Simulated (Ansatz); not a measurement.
BHOSn (SMILES O=[B][SnH])

```yaml
atoms:
  - { symbol: B, position_ang: [0.7082, 0.0767, -0.6632] }
  - { symbol: O, position_ang: [1.7665, 0.3262, -1.1831] }
  - { symbol: Sn, position_ang: [-1.3491, -0.2481, 0.3255] }
  - { symbol: H, position_ang: [-0.9940, -1.9775, 0.3975] }
```

Geometry: PBE0-D4/def2-TZVP; core potentials replace the inner electrons of Sn.

The calculation used isolated molecule in a Gaussian basis; Kohn-Sham density functional theory, functional PBE0 in Ansatz 0.2.0.

What will maps of the electron density and electron localisation function show?

B–O (1.21 Å): ρ is about 3.1 e/Å³ halfway; the ELF peaks at about 0.85 between the atoms (a polar covalent bond).
Sn–B (2.31 Å): the density is about 0.55 e/Å³ at the midpoint; the ELF peaks at about 0.95 in the valence shell of B, 0.8 Å from its nucleus, and drops to about 0.20 between the two atoms.
Sn–H (1.77 Å): the density is about 1 e/Å³ at the midpoint; the ELF climbs to about 1 towards the hydrogen.

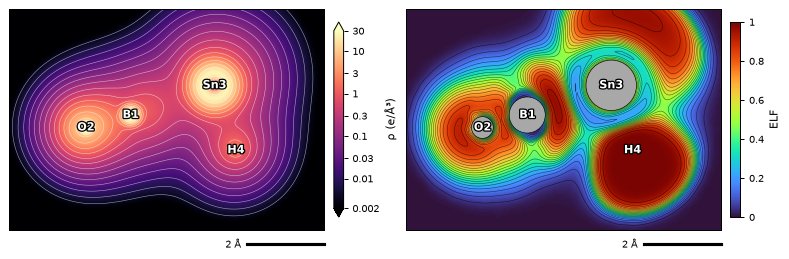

Computed electron density and electron localisation function on the molecular plane, in this order. Grey discs cover the atomic cores in the ELF map. 
